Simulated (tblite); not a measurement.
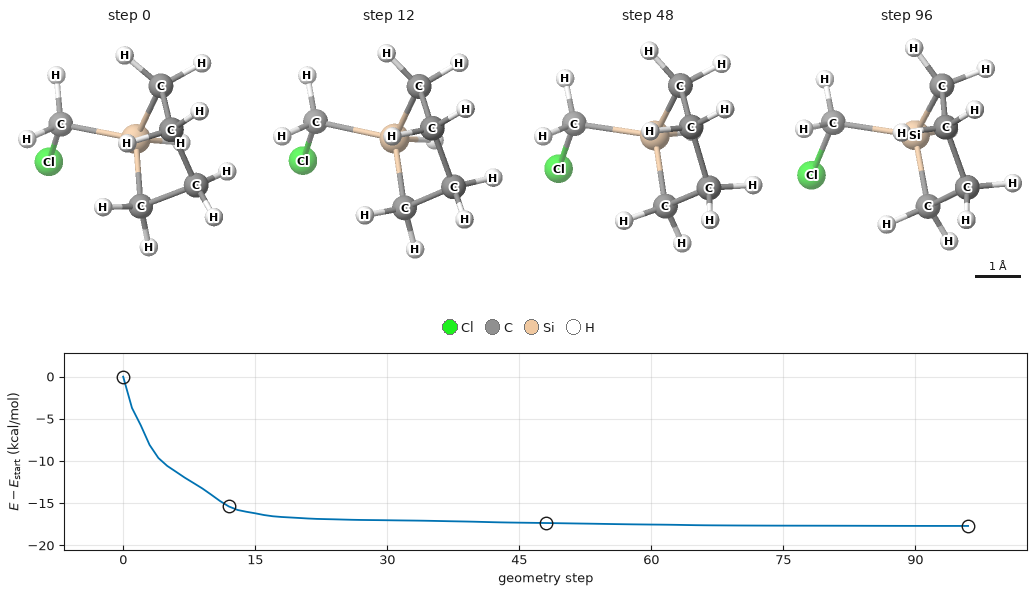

Frames of a relaxation of C$_{5}$H$_{11}$ClSi, marked on the history of the run. Style: ball-and-stick. Shown from a free direction.

The calculation used GFN2-xTB geometry optimisation, gas phase (tblite). 

### Describe the path.

The largest move after the best rigid fit is that of an H atom, 0.70 Å. By element the largest moves are H 0.70 Å, Cl 0.60 Å, C 0.36 Å, Si 0.15 Å. Some distances before and after: C–Si 1.828 → 1.913 Å, C–H 1.133 → 1.087 Å, C–H 1.118 → 1.092 Å, C–Cl 1.802 → 1.784 Å. Among the angles between lasting bonds that change: Si–C–C 94.6° → 103.9°, H–C–H 116.1° → 106.8°, C–C–C 99.0° → 108.1°. Groups turn about C–C by about 25°, C–Si by about 25°, C–C by about 25°. After 96 geometry steps the energy has fallen by 17.7 kcal/mol. The run took 1.1 s on 1 thread of Intel(R) Xeon(R) Processor @ 2.70GHz, with other jobs on the host. From step 0 to 12: an H atom moves most (0.36 Å), energy −15.4 kcal/mol. From step 12 to 48: an H atom moves most (0.32 Å), energy −1.96 kcal/mol. From step 48 to 96: the Cl atom moves most (0.33 Å), energy −0.35 kcal/mol.

```tsv
step	E − E(0), kcal/mol
0	0.00
1	-3.71
2	-5.77
3	-8.09
4	-9.64
5	-10.57
6	-11.27
7	-11.97
8	-12.61
9	-13.25
10	-13.98
15	-16.19
19	-16.69
24	-16.91
28	-16.99
33	-17.05
37	-17.13
42	-17.25
46	-17.32
51	-17.39
55	-17.46
60	-17.53
64	-17.58
69	-17.63
73	-17.65
78	-17.66
82	-17.67
87	-17.68
91	-17.69
96	-17.69
```
